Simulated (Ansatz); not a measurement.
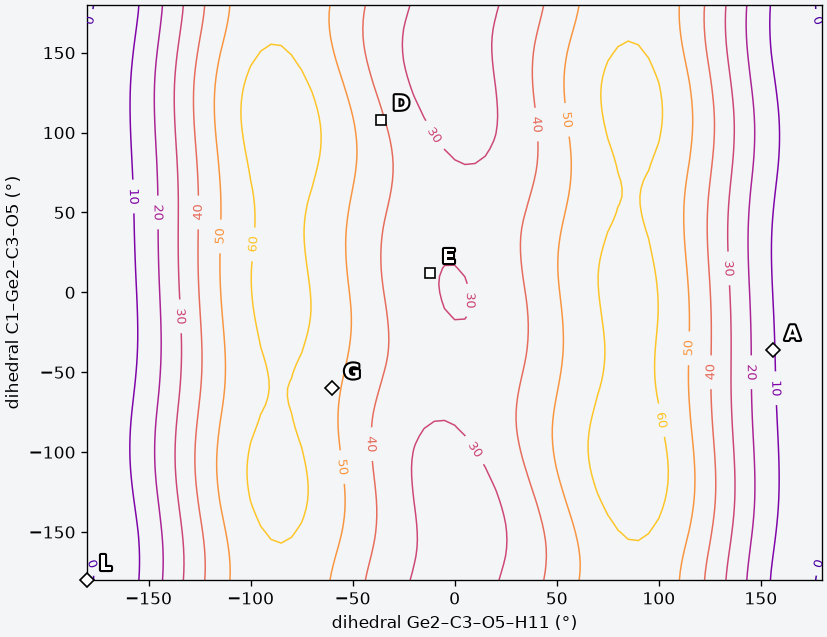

C₂H₆GeO₂, SMILES [CH3][GeH2][C](=O)O. First axis: dihedral Ge2–C3–O5–H11. Second axis: dihedral C1–Ge2–C3–O5. Nothing is relaxed (all other coordinates rigid). Grid: 15 × 15 points. Points are written as (first, second). All energies are given in kJ/mol relative to the relaxed molecule at the same level. These are results of Ansatz 0.2.0, RKS B3LYP-D4/def2-SVP, not measurements.

In the figure: contour lines labelled in kJ/mol, lettered points. Between grid points the surface is interpolated.

Is E the lowest point of the computed grid?

Answer. No. E lies 31 kJ/mol above the lowest grid point, which is at (−180°, −180°). It is a local minimum.

What kind of point is each of A, D, E, G, L: minimum, saddle, maximum or slope?

Answer. A: on a slope; D: on a slope; E: minimum; G: on a slope; L: minimum. (In these two coordinates alone; a stationary point may lie a little off the grid point.)

Rank the lettered points by energy, lowest first.

Answer. L (−0.28 kJ/mol), A (11 kJ/mol), E (31 kJ/mol), D (41 kJ/mol), G (52 kJ/mol).
